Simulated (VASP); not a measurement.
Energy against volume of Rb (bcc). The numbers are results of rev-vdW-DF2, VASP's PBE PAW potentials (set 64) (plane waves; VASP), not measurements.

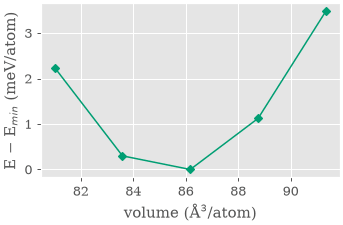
Figure: Energy against volume

Problem. Estimate the equilibrium volume and the bulk modulus.

Solution. The minimum lies near 85.4 Å³/atom, and the curvature gives B0 of about 3.0 GPa.

Measured: a 5.576 Å at 0 K (computed value off by -0.5 %), as given by Gábor I. Csonka et al., Physical Review B (2009), arXiv:0903.4037 [low-temperature or extrapolated to 0 K; zero-point anharmonic expansion removed].

The compound is Rb in the bcc structure. It was relaxed first, which changed the volume by -5 %.
